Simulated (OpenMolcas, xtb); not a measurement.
AlNH3O (SMILES [NH2][Al][OH]): the energy, rung by rung

The species is AlNH3O (6 atoms), meant as a doublet with charge 0. As SMILES, `[NH2][Al][OH]`. Geometry: relaxed at PBE0-D4/def2-TZVP. This is one conformer, not always the lowest.

```xyz
6

N    -0.9239    0.2402   -0.7608
Al    0.5952    0.6013    0.0707
O     1.1941   -0.6185    1.1012
H    -1.4343   -0.6236   -0.6572
H    -1.3947    0.8616   -1.3968
H     2.0057   -0.5251    1.5968
```

Quantity: the energy change with the N1–H5 bond stretched from 1.006 to 1.811 Å, in eV. The values are calculated.

```tsv
level	kind	program	value (eV)	less CCSD(T)/def2-SVPD	CPU time (all runs)
GFN-FF	force field	xtb	3.52	-0.21	under 2 s
GFN2-xTB	semi-empirical	xtb	2.94	-0.79	under 2 s
UHF/def2-SVPD	Hartree–Fock	OpenMolcas	3.93	+0.20	29 s
USVWN5/def2-SVPD	LDA	OpenMolcas	3.72	-0.01	53 s
U-revPBE/def2-SVPD	GGA	OpenMolcas	3.66	-0.07	92 s
UM06-L/def2-SVPD	meta-GGA	OpenMolcas	3.98	+0.25	2.3 min
UB3LYP/def2-SVPD	global hybrid	OpenMolcas	3.90	+0.17	87 s
ROCCSD(T)/def2-SVPD	coupled cluster or CI	OpenMolcas	3.73	0.00	97 s
```

Differences are taken from ROCCSD(T)/def2-SVPD for orientation; it has basis-set and higher-order errors of its own. At this stretch a single reference begins to fail. The first shape isn't each level's own minimum. The values span 2.94 to 3.98 eV. Spin contamination of the reference (⟨S²⟩ at least 0.1 too high) touches UHF/def2-SVPD. Times are those of the runs behind each value, whatever else they computed, on shared processors of several kinds: orders of magnitude only.

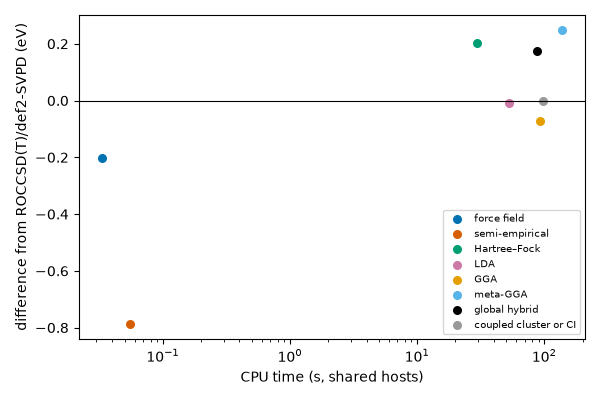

Difference from ROCCSD(T)/def2-SVPD against processor time, one point a level.
